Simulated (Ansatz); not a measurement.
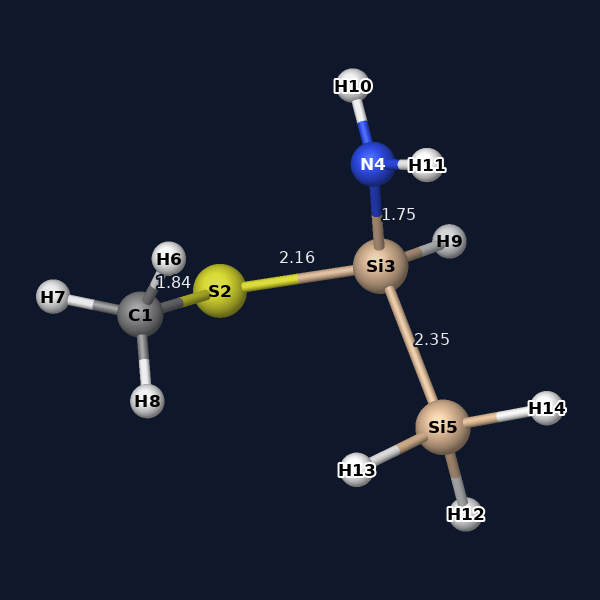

The numbers beside the sticks are distances in Å. Sticks don't show bond order. The geometry was computed by an optimisation with PBE-D4/def2-SVP. No frequency run is at hand to confirm it as a minimum.

Q: Assign a bond order to each marked bond.

A: C1–S2 single; S2–Si3 single; Si3–N4 single; Si3–Si5 single.

Q: Give the structure as SMILES.

A: CS[Si@@H](N)[SiH3]
